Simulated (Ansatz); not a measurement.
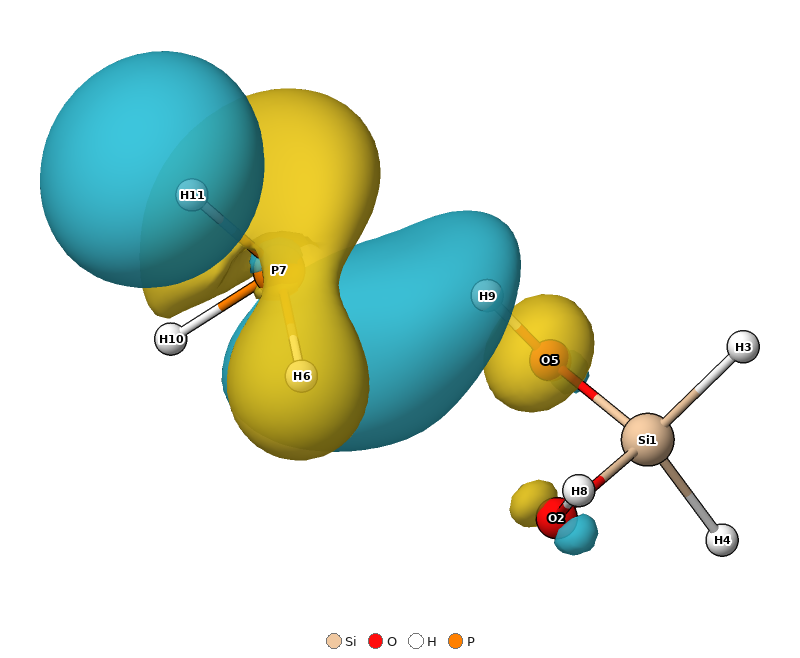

*H₄O₂Si···PH₃. The LUMO at ±0.1 Å⁻³ᐟ² (yellow and cyan are the two phases), seen at an oblique angle.*

Theory: RKS PBE/def2-SVP (Ansatz 0.2.0).

Input file:

```
crystal:
  periodic: [false, false, false]
  atoms:
    - { symbol: Si, position_ang: [-1.51897, -0.274433, 0.29284] }
    - { symbol: O, position_ang: [-0.375617, -0.563213, 1.569159] }
    - { symbol: H, position_ang: [-1.246333, -1.274575, -0.804715] }
    - { symbol: H, position_ang: [-2.917115, -0.433046, 0.8067] }
    - { symbol: O, position_ang: [-1.414955, 1.306858, -0.208616] }
    - { symbol: H, position_ang: [1.455158, -0.070073, 0.314141] }
    - { symbol: P, position_ang: [1.64266, 0.550092, -0.930203] }
    - { symbol: H, position_ang: [-0.235171, -1.521338, 1.70525] }
    - { symbol: H, position_ang: [-0.594579, 1.502045, -0.710733] }
    - { symbol: H, position_ang: [2.799054, 1.296331, -0.521991] }
    - { symbol: H, position_ang: [2.405967, -0.518448, -1.511931] }
basis:
  gaussian: { orbitals: def2-SVP }
hamiltonian:
  xc: pbe
relax:
  f_tol: 0.03
  max_steps: 50
output:
  orbitals: {}
```

Launched as:

```sh
ansatz run input.yaml --threads 2 --pin off --max-ram 3072MiB --backend cpu --events-out ev --progress --plain --runs-dir out
```

The fields are those of the relaxed geometry.

> What is the character of this orbital?

By Hirshfeld shares it lies mainly on P7 (about 50 %), H11 (about 25 %), H6 (about 5 %) and H9 (about 5 %). Its energy is −0.30 eV.
